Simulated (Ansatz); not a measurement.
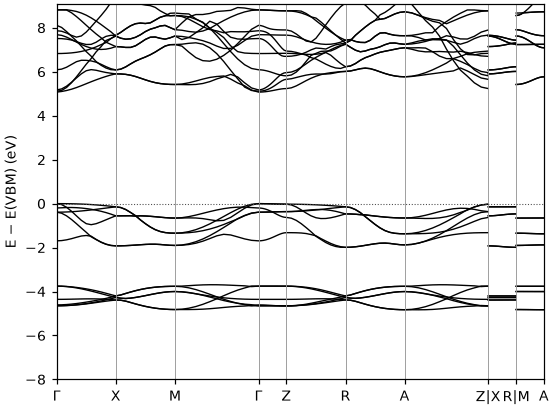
Band structure from r²SCAN+D4 (plane waves, PAW; program Ansatz)

**Question.** Read off the gap and where the band edges lie.

**Answer.** About 5.1 eV (5.08 eV by a search for the band edges); maximum at Γ, minimum at Γ.

The material is SrIF in space group P4/nmm (No. 129; Sr on 2c, I on 2c, F on 2a).

The workflow started from a Materials Project entry (that database holds measured and hypothetical structures alike); the Crystallography Open Database copy checked does not list it. Its standing as an ambient phase is unchecked. The r²SCAN+D4 relaxation kept the symmetry of its start; whether a distortion lowers the energy is not shown. Scalar-relativistic: spin–orbit coupling is off unless named, which matters more the heavier the elements.

Potentials: the later of the program's two PAW sets.
